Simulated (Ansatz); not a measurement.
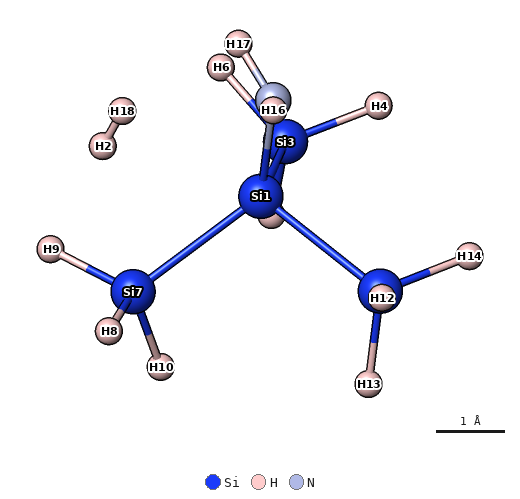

**Figure 1.** The input geometry (ball-and-stick view, seen at a tilt; atoms are numbered from 1 in the order of the input). Bond lengths as drawn: H–H 0.71 Å, H–N 1.01 Å, H–Si 1.49 Å, N–Si 1.79 Å and Si–Si 2.35 to 2.37 Å.

## Si4NH13: geometry relaxation (part 1 of 3)

System: Si4NH13.
Method: RKS B3LYP-D4/6-31G* (Ansatz 0.2.0).

It belongs to a series of runs on one base structure; here: end point B relaxed. Figures and captions count atoms from 1; the log counts them from 0 in places.

## Output
```
The last accepted step is kept in [file] (removed where the run ends without a failure and the disk answers)
Engine: ansatz 0.2.0, aarch64-unknown-linux-gnu
Functional definition: B3LYP
  parameter a0 = 0.2
  parameter ax = 0.72
  parameter ac = 0.81
  exchange = (1 - a0 - ax)*slater_x + ax*b88_x + a0*exact_x
  correlation = (1 - ac)*vwn_rpa_c + ac*lyp_c
1300 factors; integrals over basis functions are off by at most 7.5e-4 eV
mean field evaluation 1: about -33206.0943 eV, gradient 5.3e1 eV
mean field evaluation 2: about -33193.0787 eV, gradient 8.8e1 eV
mean field evaluation 4: about -33211.8534 eV, gradient 2.8e0 eV
mean field evaluation 8: about -33211.9012 eV, gradient 1.7e-1 eV
mean field evaluation 16: about -33211.9013 eV, gradient 8.8e-5 eV
mean field -33211.90134086 eV, -1220.5148624412 hartree, gradient 8.8e-5 eV, S^2 0.000000; 0 other end points of the search recorded, 0 dependent functions left out
the calculation of the forces begins
reference -33211.90168027 eV, -1220.5148749144 hartree; 38, 38 occupied and 79, 79 virtual orbitals, 1300 factors
relax step   1: F+E_penalty+E_count = -33212.71919847 eV  Δ(F+E_penalty+E_count) = +0.000e0 eV  max|allowed force component| = 1.352e0 eV/Å  Δτ_max = 0.0000 Å  (25 SCF iters, accepted)
these checks for a lower state are left out or cut short: starts, cluster_reference, orbital_swaps, neighbouring_geometries, increment
1300 factors; integrals over basis functions are off by at most 7.6e-4 eV
mean field -33212.09225855 eV, -1220.5218785370 hartree, gradient 7.1e-6 eV, S^2 0.000000; 0 other end points of the search recorded, 0 dependent functions left out
[... from here on the field's lines of each further geometry are left out, up to the last ...]
relax step   2: F+E_penalty+E_count = -33212.90574711 eV  Δ(F+E_penalty+E_count) = -1.865e-1 eV  max|allowed force component| = 3.772e-1 eV/Å  Δτ_max = 0.1956 Å  (28 SCF iters, accepted)
relax step   3: F+E_penalty+E_count = -33212.99667537 eV  Δ(F+E_penalty+E_count) = -9.093e-2 eV  max|allowed force component| = 3.741e-1 eV/Å  Δτ_max = 0.1980 Å  (27 SCF iters, accepted)
relax step   4: F+E_penalty+E_count = -33213.06408558 eV  Δ(F+E_penalty+E_count) = -6.741e-2 eV  max|allowed force component| = 1.798e-1 eV/Å  Δτ_max = 0.2000 Å  (27 SCF iters, accepted)
relax step   5: F+E_penalty+E_count = -33213.09914453 eV  Δ(F+E_penalty+E_count) = -3.506e-2 eV  max|allowed force component| = 1.389e-1 eV/Å  Δτ_max = 0.2000 Å  (26 SCF iters, accepted)
relax step   6: F+E_penalty+E_count = -33213.11918773 eV  Δ(F+E_penalty+E_count) = -2.004e-2 eV  max|allowed force component| = 7.591e-2 eV/Å  Δτ_max = 0.2000 Å  (26 SCF iters, accepted)
relax step   7: F+E_penalty+E_count = -33213.12962988 eV  Δ(F+E_penalty+E_count) = -1.044e-2 eV  max|allowed force component| = 1.163e-1 eV/Å  Δτ_max = 0.2000 Å  (26 SCF iters, accepted)
relax step   8: F+E_penalty+E_count = -33213.10008850 eV  Δ(F+E_penalty+E_count) = +2.954e-2 eV  max|allowed force component| = 7.022e-1 eV/Å  Δτ_max = 0.2000 Å  (27 SCF iters, rejected (line search))
relax step   9: F+E_penalty+E_count = -33213.13451244 eV  Δ(F+E_penalty+E_count) = -4.883e-3 eV  max|allowed force component| = 5.496e-2 eV/Å  Δτ_max = 0.1000 Å  (26 SCF iters, accepted)
relax step  10: F+E_penalty+E_count = -33213.13753899 eV  Δ(F+E_penalty+E_count) = -3.027e-3 eV  max|allowed force component| = 8.148e-2 eV/Å  Δτ_max = 0.1000 Å  (26 SCF iters, accepted)
relax step  11: F+E_penalty+E_count = -33213.13125255 eV  Δ(F+E_penalty+E_count) = +6.286e-3 eV  max|allowed force component| = 6.429e-1 eV/Å  Δτ_max = 0.1463 Å  (26 SCF iters, rejected (line search))
relax step  12: F+E_penalty+E_count = -33213.13981382 eV  Δ(F+E_penalty+E_count) = -2.275e-3 eV  max|allowed force component| = 4.521e-2 eV/Å  Δτ_max = 0.0731 Å  (22 SCF iters, accepted)
relax step  13: F+E_penalty+E_count = -33213.14053994 eV  Δ(F+E_penalty+E_count) = -7.261e-4 eV  max|allowed force component| = 2.113e-1 eV/Å  Δτ_max = 0.0731 Å  (23 SCF iters, accepted)
relax step  14: F+E_penalty+E_count = -33213.14281265 eV  Δ(F+E_penalty+E_count) = -2.273e-3 eV  max|allowed force component| = 2.947e-2 eV/Å  Δτ_max = 0.0898 Å  (27 SCF iters, accepted)
relax step  15: F+E_penalty+E_count = -33213.14344341 eV  Δ(F+E_penalty+E_count) = -6.308e-4 eV  max|allowed force component| = 8.862e-2 eV/Å  Δτ_max = 0.1188 Å  (26 SCF iters, accepted)
relax step  16: F+E_penalty+E_count = -33213.14231766 eV  Δ(F+E_penalty+E_count) = +1.126e-3 eV  max|allowed force component| = 1.580e-1 eV/Å  Δτ_max = 0.0805 Å  (26 SCF iters, rejected (line search))
relax step  17: F+E_penalty+E_count = -33213.14427023 eV  Δ(F+E_penalty+E_count) = -8.268e-4 eV  max|allowed force component| = 3.605e-2 eV/Å  Δτ_max = 0.0386 Å  (22 SCF iters, accepted)
relax step  18: F+E_penalty+E_count = -33213.14456343 eV  Δ(F+E_penalty+E_count) = -2.932e-4 eV  max|allowed force component| = 2.769e-2 eV/Å  Δτ_max = 0.0445 Å  (22 SCF iters, accepted)
relax step  19: F+E_penalty+E_count = -33213.14481931 eV  Δ(F+E_penalty+E_count) = -2.559e-4 eV  max|allowed force component| = 4.304e-2 eV/Å  Δτ_max = 0.0618 Å  (23 SCF iters, accepted)
relax step  20: F+E_penalty+E_count = -33213.14494833 eV  Δ(F+E_penalty+E_count) = -1.290e-4 eV  max|allowed force component| = 3.149e-2 eV/Å  Δτ_max = 0.0248 Å  (22 SCF iters, accepted)
the calculation of the forces begins
reference -33212.37565262 eV, -1220.5322930771 hartree; 38, 38 occupied and 79, 79 virtual orbitals, 1300 factors
relax step  21: F+E_penalty+E_count = -33213.14504047 eV  Δ(F+E_penalty+E_count) = -9.214e-5 eV  max|allowed force component| = 1.908e-2 eV/Å  Δτ_max = 0.0211 Å  (22 SCF iters, accepted)
1300 factors; integrals over basis functions are off by at most 7.9e-4 eV
mean field evaluation 160: about -33212.3753 eV, gradient 3.8e-2 eV
```

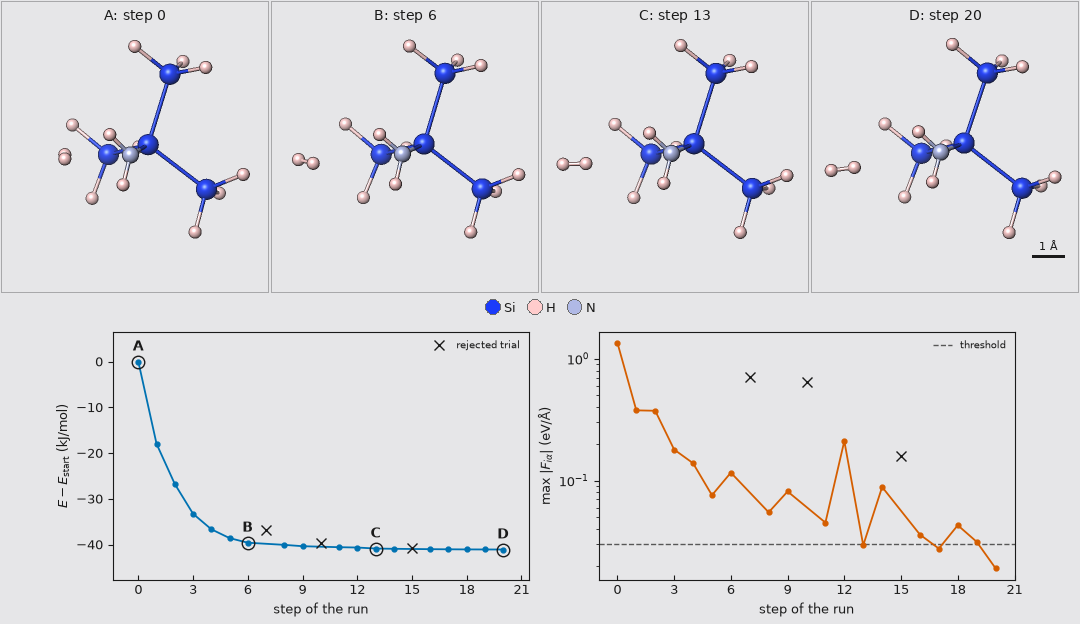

**Figure 2.** Frames of the relaxation (ball-and-stick view, seen at a tilt) above the curves, on which the letters mark them (the first geometry is step 0 here and step 1 in the log).

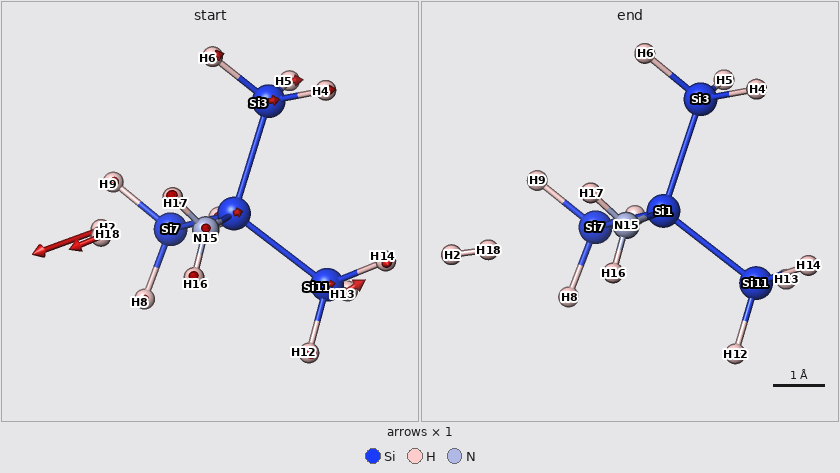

**Figure 3.** Before (left) and after (right) the relaxation, at one scale (ball-and-stick view, seen at a tilt). The red arrows give the displacements, at true length. H2 moves most after the best rigid fit: 1.66 Å. Largest moves by element: H 1.66 Å, Si 0.25 Å, N 0.20 Å. Among the contacts that change: Si1–N15 1.792 → 1.757 Å, H2–H18 0.709 → 0.743 Å, Si1–Si7 2.367 → 2.362 Å. Among the angles that change: Si7–Si1–N15 125.8° → 116.8°, Si1–Si7–H10 104.8° → 110.3°, Si11–Si1–N15 103.4° → 106.9°. The energy falls by 41.1 kJ/mol in 20 geometry steps. The largest force component goes from 1.4 to 0.019 eV/Å. The line search rejected the trial steps at points 7, 10, 15 (counted from 0) and went back. (Atoms are counted from 1 in the order of the input.)

```
mean field -33212.37530099 eV, -1220.5322801550 hartree, gradient 8.9e-6 eV, S^2 0.000000; 1 other end points of the search recorded, 0 dependent functions left out
the calculation of the forces begins
reference -33212.37565262 eV, -1220.5322930771 hartree; 38, 38 occupied and 79, 79 virtual orbitals, 1300 factors
Total energy: -33213.14539210 eV, -1220.5605804812 hartree
Atom 0 at     0.287767    -0.662818    -0.413717 Å, force     0.008088     0.005183    -0.011704 eV/Å
Atom 1 at    -0.401284     0.766495     3.712809 Å, force    -0.000548    -0.002737    -0.004538 eV/Å
Atom 2 at     2.353657    -0.232294    -1.447486 Å, force    -0.001274    -0.000197    -0.003305 eV/Å
Atom 3 at     3.024106    -1.491491    -1.874201 Å, force     0.000297     0.001328     0.000770 eV/Å
Atom 4 at     2.157563     0.629981    -2.646501 Å, force     0.000789    -0.001231     0.001542 eV/Å
Atom 5 at     3.265777     0.483082    -0.508239 Å, force    -0.001924    -0.000340    -0.000534 eV/Å
Atom 6 at    -0.913676     1.366393    -0.280926 Å, force    -0.001513     0.003237     0.002693 eV/Å
Atom 7 at    -2.228065     1.174858     0.398287 Å, force     0.000174     0.000853    -0.000653 eV/Å
Atom 8 at    -0.155684     2.401020     0.480703 Å, force    -0.000868    -0.001363    -0.000987 eV/Å
Atom 9 at    -1.176165     1.902537    -1.647669 Å, force     0.001201    -0.001592     0.001380 eV/Å
Atom 10 at    -0.946451    -2.173757    -1.723273 Å, force    -0.004165    -0.006295    -0.001727 eV/Å
Atom 11 at    -2.146052    -2.655251    -0.977744 Å, force     0.005478     0.002921    -0.002777 eV/Å
Atom 12 at    -1.416017    -1.507499    -2.970618 Å, force     0.001503    -0.001690     0.004563 eV/Å
Atom 13 at    -0.128551    -3.360331    -2.098981 Å, force    -0.003954     0.005178     0.001878 eV/Å
Atom 14 at     0.642371    -1.473351     1.104221 Å, force    -0.008068    -0.001697     0.019078 eV/Å
Atom 15 at    -0.126266    -1.868414     1.635462 Å, force     0.007962    -0.000793    -0.002275 eV/Å
Atom 16 at     1.318494    -1.054891     1.733921 Å, force    -0.001978    -0.002585    -0.006934 eV/Å
Atom 17 at    -0.251922     0.365030     3.105353 Å, force    -0.001199     0.001821     0.003530 eV/Å
Dipole moment:     0.003844    -0.042490     0.312933 e Å
```

## Trajectory as extended XYZ (Å, eV, eV/Å), 21 frames, from step=1 to step=21
```
18
Properties=species:S:1:pos:R:3:forces:R:3 step=1 energy=-33212.71920
Si    0.2604   -0.6282   -0.2103    0.2557  -0.7909   0.1414
H    -0.1706    0.6822    2.0848   -0.3965   1.3517  -0.2479
Si    2.3335   -0.1509   -1.2046   -0.0031  -0.0108   0.0105
H     3.0068   -1.3887   -1.6827    0.0071  -0.0022  -0.0053
H     2.1465    0.7679   -2.3616   -0.0021   0.0065  -0.0038
H     3.2372    0.5203   -0.2259    0.0068   0.0040   0.0052
Si   -0.9561    1.4024   -0.1742   -0.0315   0.0469  -0.0105
H    -2.3050    1.2511    0.4464    0.0290   0.0163  -0.0110
H    -0.2603    2.5430    0.4930   -0.0251  -0.0446  -0.0276
H    -1.1425    1.7615   -1.6122   -0.0018  -0.0107   0.0493
Si   -0.9916   -2.0640   -1.5907    0.0046   0.0001  -0.0159
H    -2.0362   -2.7430   -0.7695   -0.0046  -0.0047   0.0012
H    -1.6843   -1.3072   -2.6717    0.0101  -0.0031   0.0030
H    -0.1450   -3.1150   -2.2205   -0.0016   0.0093   0.0106
N     0.6394   -1.6484    1.2137   -0.0648   0.1850  -0.8834
H    -0.1269   -2.0718    1.7258   -0.0197   0.0013  -0.0239
H     1.3526   -1.3251    1.8560    0.0309  -0.0124   0.0191
H     0.0018    0.1233    2.4856    0.2067  -0.7416   0.9889
18
Properties=species:S:1:pos:R:3:forces:R:3 step=2 energy=-33212.90575
Si    0.2738   -0.6702   -0.2504    0.0732  -0.2011   0.2692
H    -0.2042    0.8114    2.2278   -0.0408   0.2129   0.2926
Si    2.3444   -0.1539   -1.2129    0.0021  -0.0307  -0.0653
H     3.0151   -1.3927   -1.6895    0.0596   0.0059  -0.0293
H     2.1496    0.7689   -2.3655    0.0207  -0.0010  -0.0081
H     3.2410    0.5191   -0.2283   -0.0180  -0.0115   0.0093
Si   -0.9459    1.3794   -0.1773    0.0127  -0.0624  -0.0410
H    -2.2961    1.2456    0.4441    0.0219  -0.0261  -0.0013
H    -0.2597    2.5262    0.4881    0.0268  -0.0593  -0.0069
H    -1.1408    1.7537   -1.6087   -0.0093   0.0002   0.0049
Si   -1.0012   -2.0809   -1.6083    0.0067  -0.0227  -0.0796
H    -2.0418   -2.7506   -0.7750   -0.0017  -0.0105  -0.0127
H    -1.6882   -1.3104   -2.6818   -0.0048  -0.0298  -0.0165
H    -0.1445   -3.1256   -2.2301   -0.0362  -0.0445  -0.0343
N     0.6514   -1.6790    1.1652   -0.0753   0.2206  -0.3772
H    -0.1227   -2.0790    1.6871    0.0002  -0.0070  -0.0506
H     1.3540   -1.3398    1.8144    0.0017  -0.0160  -0.0306
H    -0.0247    0.1873    2.5825   -0.0395   0.0830   0.1775
18
Properties=species:S:1:pos:R:3:forces:R:3 step=3 energy=-33212.99668
Si    0.2797   -0.6881   -0.2790    0.0056   0.0043   0.2533
H    -0.2148    0.8935    2.4076    0.0626  -0.1894   0.3414
Si    2.3506   -0.1626   -1.2351    0.0099  -0.0229  -0.0598
H     3.0334   -1.3940   -1.7132    0.0544   0.0004  -0.0297
H     2.1578    0.7647   -2.3842    0.0201  -0.0014  -0.0087
H     3.2368    0.5103   -0.2407   -0.0172  -0.0106   0.0043
Si   -0.9409    1.3615   -0.1906    0.0355  -0.0849  -0.0304
H    -2.2889    1.2289    0.4357    0.0202  -0.0323   0.0022
H    -0.2489    2.5021    0.4788    0.0313  -0.0568   0.0022
H    -1.1425    1.7469   -1.6178   -0.0139   0.0115  -0.0027
Si   -1.0013   -2.0935   -1.6348   -0.0052  -0.0395  -0.0662
H    -2.0402   -2.7582   -0.7955   -0.0074  -0.0114  -0.0153
H    -1.6896   -1.3222   -2.7061   -0.0045  -0.0226  -0.0198
H    -0.1531   -3.1437   -2.2578   -0.0259  -0.0497  -0.0395
N     0.6480   -1.6720    1.1458   -0.0470   0.1524  -0.1462
H    -0.1298   -2.0693    1.6656    0.0219   0.0018  -0.0653
H     1.3412   -1.3207    1.8004   -0.0261  -0.0230  -0.0670
H    -0.0379    0.2257    2.7024   -0.1144   0.3741  -0.0527
```
